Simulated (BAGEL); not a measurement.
# singlet [SiN2H5]+: a chain of runs

Wanted: the energy (singlet [SiN2H5]+, HF/def2-SV(P)), then the energy (doublet SiN2H5, NEVPT2(3,3)/def2-SV(P)), then a single-point energy (doublet SiN2H5, CASPT2(3,3)/def2-SV(P)) of H5N2Si. 

Program for the calculation: BAGEL 1.2.2.

### 1 The molecule

[SiN2H5]+ has 8 atoms, charge +1, and is taken as a singlet. SMILES of the parent species: `N[SiH]N`. The Si2–H6 distance was set to 1.730 Å, away from the relaxed value. That shape belongs to the parent species and isn't relaxed for this state.

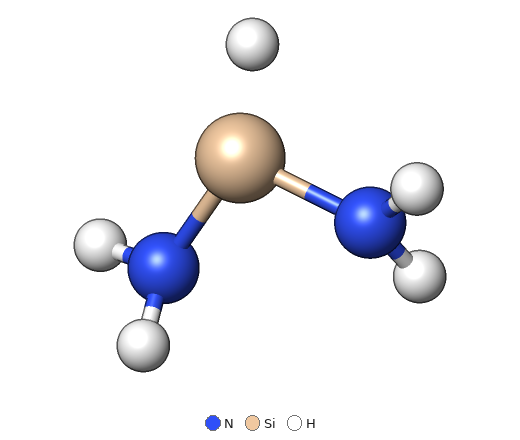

The structure, seen from a chosen angle (nitrogen blue, silicon light orange, hydrogen white).

### 2 The energy at HF/def2-SV(P) (density fitting with svp-jkfit) (run 1)

File job.json:

```json
{ "bagel": [

{
  "title": "molecule",
  "basis": "def2-sv_p_.json",
  "df_basis": "svp-jkfit",
  "angstrom": "false",
  "geometry": [
    { "atom": "N", "xyz": [    -1.99422609,     0.95619008,    -1.81343977 ] },
    { "atom": "Si", "xyz": [     0.94373112,     0.87644364,    -0.45737230 ] },
    { "atom": "N", "xyz": [     1.43846142,    -2.20853426,     0.44175939 ] },
    { "atom": "H", "xyz": [    -3.48881048,     0.05365688,    -1.05055733 ] },
    { "atom": "H", "xyz": [    -2.50369625,     2.33058789,    -3.02002990 ] },
    { "atom": "H", "xyz": [     1.35379980,     2.55887815,     2.31510348 ] },
    { "atom": "H", "xyz": [     1.32753449,    -3.60957721,    -0.84382130 ] },
    { "atom": "H", "xyz": [     2.72234134,    -2.60140832,     1.79177973 ] }
  ]
},

{ "title": "hf", "charge": 1 },

{ "title": "print", "file": "orbitals.molden", "orbitals": "true" }

]}
```

The basis set def2-SV(P) is read from a file made from the Basis Set Exchange's data (not shown).

Run with:

```
$ BAGEL_NUM_THREADS=1 BAGEL job.json > job.out
```

Output:

```text
* using 1 threads per process

  ===============================================================
  ===============================================================

  *** Geometry ***

  { "atom" : "N", "xyz" : [     -1.994226,      0.956190,     -1.813440 ] },
  { "atom" : "Si", "xyz" : [      0.943731,      0.876444,     -0.457372 ] },
  { "atom" : "N", "xyz" : [      1.438461,     -2.208534,      0.441759 ] },
  { "atom" : "H", "xyz" : [     -3.488810,      0.053657,     -1.050557 ] },
  { "atom" : "H", "xyz" : [     -2.503696,      2.330588,     -3.020030 ] },
  { "atom" : "H", "xyz" : [      1.353800,      2.558878,      2.315103 ] },
  { "atom" : "H", "xyz" : [      1.327534,     -3.609577,     -0.843821 ] },
  { "atom" : "H", "xyz" : [      2.722341,     -2.601408,      1.791780 ] },

  Number of auxiliary basis functions:      372

  Since a DF basis is specified, we compute 2- and 3-index integrals:
    o Being stored without compression. Storage requirement is 0.009 GB

  Number of basis functions:       56
  Number of electrons      :       33

    * METHOD: MOLECULE                             0.11

  *** RHF ***

  === Nuclear Repulsion ===
   110.1738674269

      * DIIS with orbital gradients will be used.

  === RHF iteration (def2-sv_p_.json) ===
      0       -400.04631163          0.02770017           0.03
      1       -400.19117387          0.01850877           0.03
      2       -400.26945739          0.00188146           0.03
      3       -400.27084436          0.00069794           0.02
      4       -400.27097008          0.00016112           0.03
      5       -400.27098439          0.00005157           0.03
      6       -400.27098641          0.00001869           0.02
      7       -400.27098674          0.00000615           0.02
      8       -400.27098677          0.00000138           0.02
      9       -400.27098677          0.00000046           0.03
     10       -400.27098677          0.00000025           0.02
     11       -400.27098677          0.00000010           0.02
     12       -400.27098677          0.00000004           0.02
     13       -400.27098677          0.00000001           0.02
     14       -400.27098677          0.00000001           0.02
    * SCF iteration converged.

    * Permanent dipole moment:
           (   -0.686446,    -0.419945,     0.237021) a.u.

    * METHOD: HF                                   0.47

    * METHOD: PRINT                                0.01

  ===============================================================
```

Wall time 0.73 s (1 thread of Arm Neoverse V1, shared host); peak memory 0.15 GiB.

### 3 Doublet neutral SiN2H5: a single-point energy at NEVPT2(3,3)/def2-SV(P) (density fitting with svp-jkfit) (run 2)

File calc.json:

```json
{ "bagel" : [

{
  "title" : "molecule",
  "basis" : "def2-sv_p_.json",
  "df_basis" : "svp-jkfit",
  "angstrom" : false,
  "geometry" : [
    { "atom" : "N", "xyz" : [    -1.99422609,     0.95619008,    -1.81343977 ] },
    { "atom" : "Si", "xyz" : [     0.94373112,     0.87644364,    -0.45737230 ] },
    { "atom" : "N", "xyz" : [     1.43846142,    -2.20853426,     0.44175939 ] },
    { "atom" : "H", "xyz" : [    -3.48881048,     0.05365688,    -1.05055733 ] },
    { "atom" : "H", "xyz" : [    -2.50369625,     2.33058789,    -3.02002990 ] },
    { "atom" : "H", "xyz" : [     1.35379980,     2.55887815,     2.31510348 ] },
    { "atom" : "H", "xyz" : [     1.32753449,    -3.60957721,    -0.84382130 ] },
    { "atom" : "H", "xyz" : [     2.72234134,    -2.60140832,     1.79177973 ] }
  ]
},

{
  "title" : "hf",
  "charge" : 1
},

{
  "title" : "casscf",
  "nstate" : 1,
  "nact" : 3,
  "nclosed" : 15,
  "nspin" : 1,
  "active" : [14, 17, 19],
  "maxiter" : 200,
  "natocc" : true
},

{
  "title" : "nevpt2",
  "nstate" : 1,
  "nact" : 3,
  "nclosed" : 15,
  "nspin" : 1,
  "active" : [14, 17, 19],
  "maxiter" : 200,
  "natocc" : true,
  "ncore" : 7
},

{
  "title" : "print",
  "file" : "orbitals.molden",
  "orbitals" : true
}

]}
```

The basis set def2-SV(P) is read from a file made from the Basis Set Exchange's data (not shown).

Run with:

```
$ BAGEL_NUM_THREADS=1 BAGEL calc.json > calc.out
```

Output:

```text
* using 1 threads per process

  ===============================================================
  ===============================================================

  *** Geometry ***

  { "atom" : "N", "xyz" : [     -1.994226,      0.956190,     -1.813440 ] },
  { "atom" : "Si", "xyz" : [      0.943731,      0.876444,     -0.457372 ] },
  { "atom" : "N", "xyz" : [      1.438461,     -2.208534,      0.441759 ] },
[... 4 lines of this table left out ...]
  { "atom" : "H", "xyz" : [      2.722341,     -2.601408,      1.791780 ] },

  Number of auxiliary basis functions:      372

  Since a DF basis is specified, we compute 2- and 3-index integrals:
    o Being stored without compression. Storage requirement is 0.009 GB

[... 18 lines left out ...]
    * SCF iteration converged.
[... 1 line left out ...]
    * Permanent dipole moment:
[... 28 lines left out ...]
    * Second-order optimization converged. *
[... 11 lines left out ...]
     * ci vector, state   0, <S^2> = 0.7500
       2a.    -0.9913583770
       .a2    -0.1068626599
       .2a     0.0520255290

    * METHOD: CASSCF                               1.51

    * freezing 7 orbitals

  === DF-NEVPT2 calculation ===

    * 3-index integral transformation done
    * assembly done

      NEVPT2 correlation energy:   -0.3771929199      0.06

          (+0)     -0.3261409330
          (+0)'    -0.0055118350
          (+1)     -0.0150838379
          (+1)'    -0.0001743234
          (+2)     -0.0003008694
          (-1)     -0.0223254128
          (-1)'    -0.0019828200
          (-2)     -0.0056728885

      NEVPT2 total energy:       -400.9297025239

    * METHOD: NEVPT2                               0.11

    * METHOD: PRINT                                0.01

  ===============================================================
```

Wall time 2.3 s (1 thread of Arm Neoverse V1, shared host); peak memory 0.15 GiB.

### 4 Doublet neutral SiN2H5: the energy at CASPT2(3,3)/def2-SV(P) (density fitting with svp-jkfit) (run 3)

job.json: that of step 2 with these lines changed.

```diff
@@ -6,3 +6,2 @@
   "df_basis": "svp-jkfit",
-  "angstrom": "false",
   "geometry": [
@@ -19,5 +18,34 @@
 
-{ "title": "hf", "charge": 1 },
+{
+  "title": "hf",
+  "charge": 1
+},
 
-{ "title": "print", "file": "orbitals.molden", "orbitals": "true" }
+{
+  "title": "casscf",
+  "nstate": 1,
+  "nact": 3,
+  "nclosed": 15,
+  "nspin": 1,
+  "active": [14, 17, 19],
+  "maxiter": 200,
+  "natocc": true
+},
+
+{
+  "title": "print",
+  "file": "orbitals.molden",
+  "orbitals": true
+},
+
+{
+  "title": "smith",
+  "method": "caspt2",
+  "ms": true,
+  "xms": true,
+  "sssr": true,
+  "shift": 0.2,
+  "shift_imag": true,
+  "ncore": 7
+}
```

The basis set def2-SV(P) is read from a file made from the Basis Set Exchange's data (not shown).

Run with:

```
$ BAGEL_NUM_THREADS=1 BAGEL job.json > job.out
```

Output:

```text
* using 1 threads per process

  ===============================================================
  ===============================================================

  *** Geometry ***

  { "atom" : "N", "xyz" : [     -1.994226,      0.956190,     -1.813440 ] },
  { "atom" : "Si", "xyz" : [      0.943731,      0.876444,     -0.457372 ] },
  { "atom" : "N", "xyz" : [      1.438461,     -2.208534,      0.441759 ] },
[... 4 lines of this table left out ...]
  { "atom" : "H", "xyz" : [      2.722341,     -2.601408,      1.791780 ] },

  Number of auxiliary basis functions:      372

  Since a DF basis is specified, we compute 2- and 3-index integrals:
    o Being stored without compression. Storage requirement is 0.009 GB

[... 18 lines left out ...]
    * SCF iteration converged.
[... 1 line left out ...]
    * Permanent dipole moment:
[... 28 lines left out ...]
    * Second-order optimization converged. *
[... 11 lines left out ...]
     * ci vector, state   0, <S^2> = 0.7500
[... 17 lines left out ...]
    * Zeroth order energy : state  0       -0.9877724551
[... 4 lines left out ...]
       #      aibj      arbs      arbi      airj      risj      airs      arst      rist         Etot      error   time
[... 2 lines left out ...]
       0  -0.32614  -0.00730  -0.02393  -0.01703  -0.00048  -0.00529  -0.00196  -0.00016   -0.3822847  0.0014284   0.03
       1  -0.32634  -0.00734  -0.02396  -0.01719  -0.00051  -0.00538  -0.00201  -0.00017   -0.3829021  0.0002476   0.02
       2  -0.32635  -0.00735  -0.02397  -0.01719  -0.00051  -0.00538  -0.00201  -0.00017   -0.3829200  0.0000516   0.02
       3  -0.32635  -0.00735  -0.02397  -0.01719  -0.00051  -0.00538  -0.00201  -0.00017   -0.3829207  0.0000111   0.03
       4  -0.32635  -0.00735  -0.02397  -0.01719  -0.00051  -0.00538  -0.00201  -0.00017   -0.3829208  0.0000022   0.03
       5  -0.32635  -0.00735  -0.02397  -0.01719  -0.00051  -0.00538  -0.00201  -0.00017   -0.3829208  0.0000004   0.03

      ------------------------------------------------------------------------------------------------------------------

    * CASPT2 energy : state  0     -400.9373650323
        w/o shift correction       -400.9354303589
        reference weight              0.8884364035

    * METHOD: SMITH                                0.25

  ===============================================================
```

Run time: 2.5 s. Hardware: 1 thread of Arm Neoverse V1, shared host; peak memory 0.15 GiB.

### 5 Results

```
                                   quantity          value
         run 1, HF/def2-SV(P): total energy  -400.27099 Eh
          run 1, HF/def2-SV(P): HOMO energy      -16.78 eV
          run 1, HF/def2-SV(P): LUMO energy       -6.32 eV
        run 1, HF/def2-SV(P): HOMO–LUMO gap       10.45 eV
doublet neutral SiN2H5, run 2: total energy  -400.92970 Eh
doublet neutral SiN2H5, run 3: total energy  -400.93737 Eh
```
